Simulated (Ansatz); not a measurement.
# C$_{2}$H$_{6}$AlNOS: geometry relaxation (part 2 of 2)

Continued. System: C$_{2}$H$_{6}$AlNOS. Method: RKS r2SCAN/STO-3G (Ansatz 0.2.0). It belongs to a series of runs on one base structure; here: end point A relaxed.

### Trajectory as extended XYZ, continued
```
12
Properties=species:S:1:pos:R:3:forces:R:3 step=7 energy=-22866.35182
S     0.3118    3.2715    0.3394    0.0504  -0.1282  -0.2154
Al    0.0464    1.1711    0.1465   -0.0062   0.1995   0.1065
C     0.7986   -0.4443    0.8601   -0.0748   0.0054  -0.1019
N     0.1613   -1.5167   -0.0584   -0.0307  -0.1614  -0.0211
C    -1.1838   -0.9327   -0.5504    0.0299   0.0269   0.1511
O    -1.2031    0.5067   -0.8125    0.0011   0.1043   0.0019
H     1.4338    3.2616   -0.4347   -0.0605  -0.0145   0.1735
H     0.4627   -0.6677    1.8899    0.0353   0.0189  -0.0465
H     1.8885   -0.5920    0.8349   -0.0088   0.0135   0.0175
H     0.7586   -1.4523   -0.9397    0.0745  -0.0023  -0.0433
H    -1.4614   -1.4786   -1.4797    0.0016  -0.0521   0.0090
H    -1.9363   -1.1818    0.2384   -0.0118  -0.0101  -0.0313
12
Properties=species:S:1:pos:R:3:forces:R:3 step=8 energy=-22866.35996
S     0.2595    3.2790    0.2411    1.1810  -0.1590  -0.6641
Al    0.0103    1.1738    0.1306    0.0359   0.2484   0.0571
C     0.8025   -0.4229    0.8453   -0.0342   0.0944  -0.1517
N     0.1648   -1.5036   -0.0605   -0.0683  -0.2680   0.0070
C    -1.1952   -0.9478   -0.5432   -0.0447   0.0563   0.1751
O    -1.2525    0.4918   -0.7995    0.0487   0.0830   0.0187
H     1.5615    3.2237   -0.2905   -1.2126   0.0038   0.6640
H     0.4887   -0.6383    1.8840    0.0193  -0.0224  -0.0755
H     1.8950   -0.5565    0.8013   -0.0655   0.0253   0.0147
H     0.7512   -1.4434   -0.9477    0.0999   0.0190  -0.0619
H    -1.4686   -1.4954   -1.4737    0.0366  -0.0551   0.0311
H    -1.9401   -1.2156    0.2467    0.0040  -0.0256  -0.0144
12
Properties=species:S:1:pos:R:3:forces:R:3 step=9 energy=-22866.45026
S     0.2543    3.2859    0.1336    0.4618  -0.1234  -0.2656
Al    0.0077    1.1845    0.0788    0.0255   0.1170   0.0289
C     0.8050   -0.4018    0.8082    0.0552  -0.0053  -0.0092
N     0.1718   -1.5089   -0.0690   -0.0213  -0.0700  -0.0158
C    -1.2024   -0.9628   -0.5252   -0.0003   0.0708   0.0429
O    -1.2710    0.4738   -0.8091   -0.0135  -0.0205  -0.0022
H     1.6090    3.2166   -0.0966   -0.5000  -0.0216   0.2634
H     0.4783   -0.5984    1.8460    0.0182   0.0013  -0.0151
H     1.8968   -0.5426    0.7867   -0.0364   0.0431  -0.0329
H     0.7435   -1.4461   -0.9687    0.0203   0.0046  -0.0235
H    -1.4911   -1.5322   -1.4384   -0.0104  -0.0003   0.0349
H    -1.9247   -1.2233    0.2875    0.0010   0.0044  -0.0058
12
Properties=species:S:1:pos:R:3:forces:R:3 step=10 energy=-22866.51061
S     0.2616    3.2777    0.0231    0.3124  -0.0409  -0.1363
Al   -0.0049    1.1874    0.0378    0.0481   0.0109   0.0224
C     0.8104   -0.3817    0.7838    0.0081  -0.0009   0.0264
N     0.1732   -1.5070   -0.0693   -0.0076  -0.0001  -0.0051
C    -1.2089   -0.9698   -0.5152   -0.0126   0.0253   0.0092
O    -1.2839    0.4582   -0.8350   -0.0249  -0.0228  -0.0174
H     1.6249    3.1849    0.1003   -0.3350   0.0017   0.1404
H     0.4976   -0.5663    1.8283    0.0332   0.0037  -0.0283
H     1.9024   -0.5114    0.7496   -0.0065   0.0211  -0.0282
H     0.7350   -1.4528   -0.9766   -0.0071   0.0002  -0.0152
H    -1.5126   -1.5635   -1.4076   -0.0118   0.0072   0.0160
H    -1.9176   -1.2110    0.3148    0.0038  -0.0056   0.0161
12
Properties=species:S:1:pos:R:3:forces:R:3 step=11 energy=-22866.55004
S     0.2693    3.2740   -0.0709    0.4672  -0.1512   0.0356
Al    0.0080    1.1853   -0.0035   -0.0776   0.0959  -0.0882
C     0.8230   -0.3715    0.7568   -0.0437  -0.0254   0.0450
N     0.1608   -1.5152   -0.0557    0.0951   0.0693   0.0142
C    -1.2158   -0.9680   -0.5070   -0.0160  -0.0342  -0.1052
O    -1.2685    0.4479   -0.8757   -0.0378  -0.0218   0.0129
H     1.5880    3.1802    0.2968   -0.4284   0.0791  -0.0082
H     0.5377   -0.5285    1.8127    0.0384  -0.0295  -0.0086
H     1.9123   -0.4932    0.6950    0.0832  -0.0490  -0.0126
H     0.7190   -1.5049   -0.9696   -0.0799   0.0389   0.0726
H    -1.5319   -1.5874   -1.3779   -0.0289   0.0198   0.0226
H    -1.9248   -1.1739    0.3330    0.0284   0.0081   0.0201
12
Properties=species:S:1:pos:R:3:forces:R:3 step=12 energy=-22866.58088
S     0.3347    3.2547   -0.1872    0.0878  -0.0320   0.0188
Al    0.0146    1.1818   -0.0514    0.0018   0.0301   0.0021
C     0.8320   -0.3580    0.7431   -0.0362  -0.1790  -0.0493
N     0.1573   -1.5113   -0.0521   -0.0081   0.0714   0.0845
C    -1.2240   -0.9714   -0.4991    0.0292  -0.0339   0.0091
O    -1.2711    0.4345   -0.9034   -0.0211   0.0315  -0.0150
H     1.5178    3.1969    0.4833   -0.1041   0.0000  -0.0147
H     0.5703   -0.5174    1.8040    0.0003   0.0416   0.0078
H     1.9191   -0.4983    0.6569    0.0398   0.0441   0.0105
H     0.7029   -1.5036   -0.9698    0.0085   0.0007  -0.0519
H    -1.5569   -1.6102   -1.3486   -0.0165   0.0051   0.0060
H    -1.9196   -1.1530    0.3581    0.0185   0.0204  -0.0081
12
Properties=species:S:1:pos:R:3:forces:R:3 step=13 energy=-22866.57123 accepted=F
S     0.3354    3.2382   -0.2018   -0.0927   0.0082  -0.0374
Al   -0.0060    1.1714   -0.0388    0.3229   0.1519  -0.0922
C     0.8409   -0.3695    0.7356   -0.1111   0.0874  -0.0479
N     0.1510   -1.5191   -0.0492   -0.0146   0.0102   0.0827
C    -1.2183   -0.9582   -0.5062    0.0232  -0.1075   0.0159
O    -1.2346    0.4286   -0.9692   -0.0554   0.0360   0.0126
H     1.4653    3.1988    0.5449    0.0636  -0.0166   0.0756
H     0.6034   -0.5198    1.8031   -0.0235  -0.0643   0.0043
H     1.9318   -0.4812    0.6351   -0.0472  -0.0216  -0.0520
H     0.6944   -1.5499   -0.9680    0.0420   0.0755   0.0152
H    -1.5846   -1.6214   -1.3187   -0.0210  -0.0583  -0.0630
H    -1.9017   -1.0732    0.3672   -0.0863  -0.1008   0.0862
12
Properties=species:S:1:pos:R:3:forces:R:3 step=14 energy=-22866.58379
S     0.3461    3.2495   -0.2046    0.0496  -0.0098   0.0143
Al    0.0192    1.1794   -0.0608    0.0019   0.0047  -0.0017
C     0.8343   -0.3606    0.7380   -0.0162  -0.0653  -0.0262
N     0.1574   -1.5129   -0.0530    0.0022   0.0305   0.0238
C    -1.2240   -0.9717   -0.4973    0.0199   0.0241   0.0031
O    -1.2667    0.4326   -0.9134   -0.0125  -0.0057  -0.0096
H     1.4964    3.1966    0.5185   -0.0567   0.0039  -0.0090
H     0.5735   -0.5110    1.8003   -0.0052   0.0092   0.0057
H     1.9226   -0.4962    0.6532    0.0146   0.0152   0.0001
H     0.7000   -1.5058   -0.9737   -0.0039  -0.0092  -0.0111
H    -1.5669   -1.6152   -1.3392   -0.0022   0.0019   0.0079
H    -1.9149   -1.1399    0.3658    0.0086   0.0004   0.0026
12
Properties=species:S:1:pos:R:3:forces:R:3 step=15 energy=-22866.58505
S     0.3637    3.2445   -0.2301   -0.0048  -0.0001   0.0048
Al    0.0306    1.1763   -0.0779    0.0010   0.0066   0.0037
C     0.8402   -0.3638    0.7287    0.0009   0.0110  -0.0009
N     0.1543   -1.5167   -0.0507    0.0071   0.0170  -0.0073
C    -1.2239   -0.9678   -0.4943   -0.0153  -0.0280   0.0107
O    -1.2593    0.4312   -0.9267    0.0117   0.0011  -0.0050
H     1.4569    3.2063    0.5747    0.0027  -0.0007  -0.0021
H     0.5804   -0.5032    1.7933    0.0163  -0.0014  -0.0137
H     1.9294   -0.4978    0.6414   -0.0257  -0.0156   0.0066
H     0.6922   -1.5237   -0.9742    0.0106   0.0019   0.0063
H    -1.5774   -1.6187   -1.3258   -0.0030  -0.0012  -0.0002
H    -1.9098   -1.1219    0.3754   -0.0014   0.0094  -0.0030
12
Properties=species:S:1:pos:R:3:forces:R:3 step=16 energy=-22866.58488 accepted=F
S     0.3560    3.2465   -0.2195    0.0042   0.0347  -0.0029
Al    0.0285    1.1785   -0.0764    0.0018  -0.0636  -0.0122
C     0.8390   -0.3623    0.7281   -0.0033  -0.0209  -0.0027
N     0.1549   -1.5162   -0.0508   -0.0317   0.0052   0.0295
C    -1.2244   -0.9693   -0.4947    0.0598   0.0345  -0.0297
O    -1.2519    0.4281   -0.9355   -0.0269   0.0033   0.0013
H     1.4606    3.2047    0.5695   -0.0021   0.0006   0.0019
H     0.5835   -0.5026    1.7929   -0.0121  -0.0033   0.0139
H     1.9260   -0.5029    0.6394    0.0302   0.0223  -0.0002
H     0.6965   -1.5228   -0.9722   -0.0280   0.0004  -0.0070
H    -1.5805   -1.6234   -1.3224   -0.0028   0.0001  -0.0037
H    -1.9113   -1.1134    0.3755    0.0110  -0.0131   0.0117
12
Properties=species:S:1:pos:R:3:forces:R:3 step=17 energy=-22866.58522
S     0.3598    3.2458   -0.2249   -0.0008  -0.0019   0.0032
Al    0.0301    1.1767   -0.0783   -0.0009  -0.0002  -0.0032
C     0.8401   -0.3631    0.7285   -0.0030   0.0002  -0.0006
N     0.1540   -1.5160   -0.0502    0.0008   0.0008  -0.0033
C    -1.2240   -0.9682   -0.4948    0.0016  -0.0012   0.0042
O    -1.2565    0.4301   -0.9312    0.0051   0.0000   0.0012
H     1.4581    3.2050    0.5728    0.0004   0.0018  -0.0008
H     0.5826   -0.5027    1.7933    0.0013   0.0002  -0.0025
H     1.9283   -0.5002    0.6406   -0.0032  -0.0006  -0.0002
H     0.6933   -1.5240   -0.9729   -0.0002   0.0000   0.0035
H    -1.5785   -1.6209   -1.3244   -0.0015  -0.0004  -0.0002
H    -1.9101   -1.1178    0.3754    0.0004   0.0013  -0.0013
```

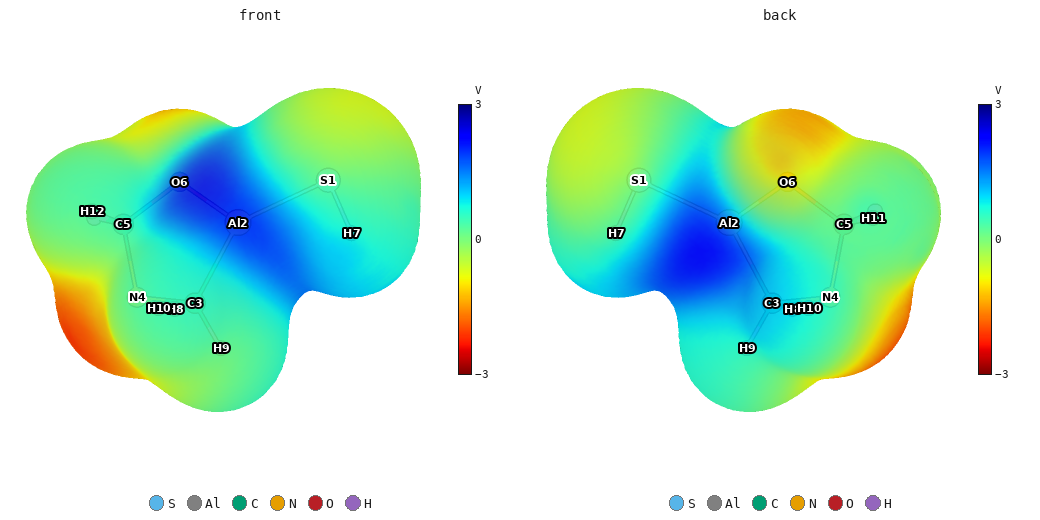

Fig. 1: The molecular electrostatic potential painted on the density surface at 0.001 e/bohr³, seen at a tilt and from behind; red is negative and blue positive. A positive charge is drawn to the negative regions and a negative charge to the positive ones.

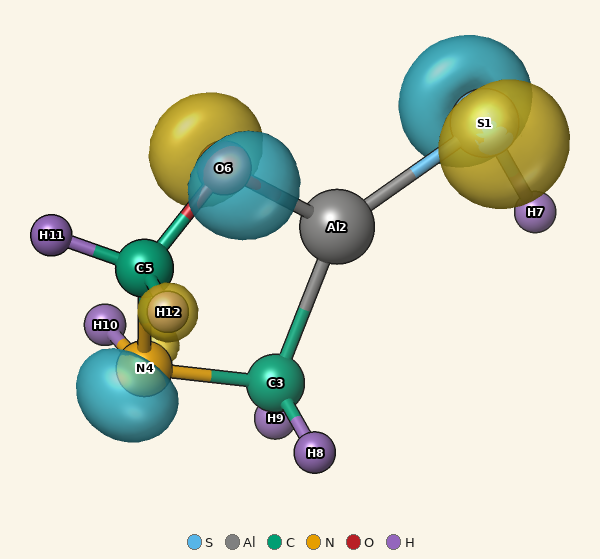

Fig. 2: The HOMO−1 at ±0.2 Å⁻³ᐟ² (yellow and cyan are the two phases), seen at a tilt. Its energy is −2.57 eV.

The run was set up as follows.

### Input
```yaml
crystal:
  periodic: [false, false, false]
  atoms:
    - { symbol: S, position_ang: [0.7754, 3.0961, 0.3139] }
    - { symbol: Al, position_ang: [-0.376, 1.188, 0.6484] }
    - { symbol: C, position_ang: [0.6276, -0.4056, 0.8972] }
    - { symbol: "N", position_ang: [0.3189, -1.2369, -0.2129] }
    - { symbol: C, position_ang: [-1.1493, -0.9374, -0.5867] }
    - { symbol: O, position_ang: [-1.3781, 0.4763, -0.6787] }
    - { symbol: H, position_ang: [1.4471, 2.6077, -0.7953] }
    - { symbol: H, position_ang: [0.4338, -0.8742, 1.8675] }
    - { symbol: H, position_ang: [1.7558, -0.1843, 0.9123] }
    - { symbol: H, position_ang: [0.8497, -1.018, -1.0124] }
    - { symbol: H, position_ang: [-1.4037, -1.4063, -1.5218] }
    - { symbol: H, position_ang: [-1.8241, -1.3606, 0.2024] }
basis:
  gaussian: { orbitals: STO-3G }
hamiltonian:
  xc: r2scan
relax:
  f_tol: 0.015
  max_steps: 40
output:
  orbitals: {}
```

Launch command:
```bash
ansatz run input.yaml --threads 1 --pin off --max-ram 2048MiB --backend cpu --events-out ev --progress --plain --runs-dir out
```

### Summary

| quantity | value |
| --- | --- |
| outcome | converged |
| total energy | −22866.5852 eV |
| mean-field energy | −22866.5852 eV |
| largest force (length of the vector) at the end | 0.005 eV/Å |
| hardware | 1 thread of Intel Xeon (Granite Rapids), 192 GiB of memory available, shared host |
| wall time | 59 s |
| peak memory | 0.21 GiB |
